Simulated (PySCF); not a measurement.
```yaml
atoms:
  - { symbol: F, position_ang: [-2.6866, -0.3883, -1.0826] }
  - { symbol: C, position_ang: [-1.4884, -0.0040, -0.5490] }
  - { symbol: C, position_ang: [-1.3483, 1.2911, -0.2933] }
  - { symbol: Se, position_ang: [0.1189, 2.2261, 0.4291] }
  - { symbol: C, position_ang: [1.5709, 0.9127, 0.2552] }
  - { symbol: Si, position_ang: [0.9162, -0.7917, 0.7536] }
  - { symbol: F, position_ang: [2.0550, -1.8816, 0.3904] }
  - { symbol: C, position_ang: [-0.5628, -1.1543, -0.3726] }
  - { symbol: H, position_ang: [-2.1770, 1.9543, -0.5033] }
  - { symbol: H, position_ang: [1.9247, 0.9448, -0.7756] }
  - { symbol: H, position_ang: [2.3691, 1.2724, 0.9017] }
  - { symbol: H, position_ang: [0.6630, -0.9210, 2.1790] }
  - { symbol: H, position_ang: [-0.2041, -1.4669, -1.3603] }
  - { symbol: H, position_ang: [-1.1514, -1.9940, 0.0055] }
```

Geometry: GFN2-xTB.

Method: B3LYP/def2-SVPD, SCF density, gas phase (PySCF 2.14.0).

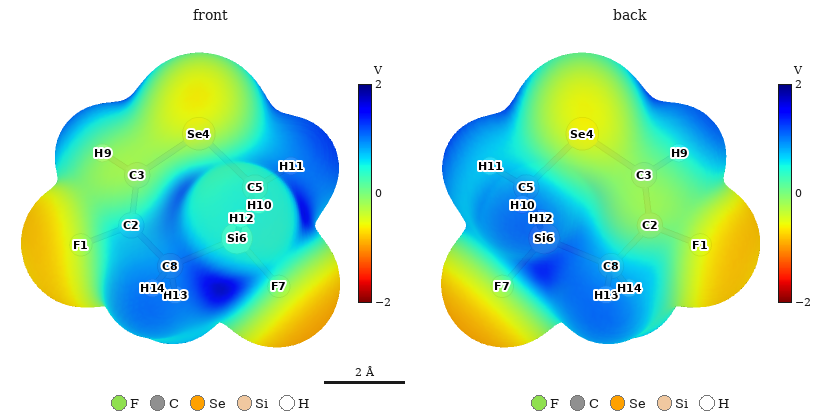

C4H6F2SeSi. The molecular electrostatic potential painted on the density surface at 0.002 e/bohr³, seen from the front and from behind; red is negative and blue positive.

Which sites attract a positive test charge, and which a negative one?

Answer. A positive charge is drawn to the negative regions and a negative charge to the positive ones. The most negative region (about −0.9 V) lies over F7, the most positive (about +1.6 V) over Si6.

What dipole moment does the calculation give?

Answer. Its dipole moment is 0.99 D.
